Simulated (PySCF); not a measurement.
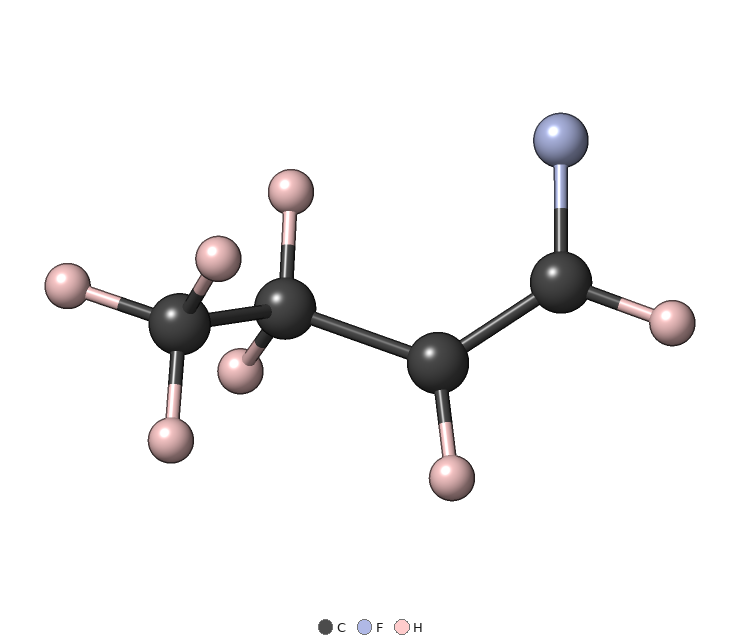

Simulated data, not a measurement (program: PySCF).

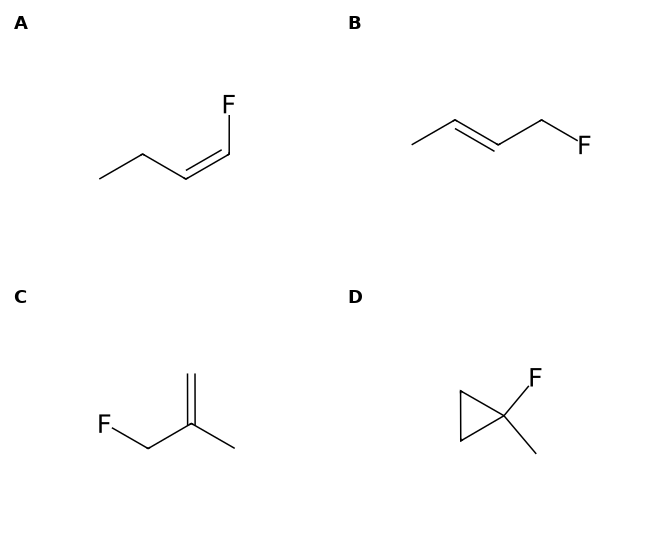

Which structural formula matches the 3D model?

A, `CC/C=C\F`.
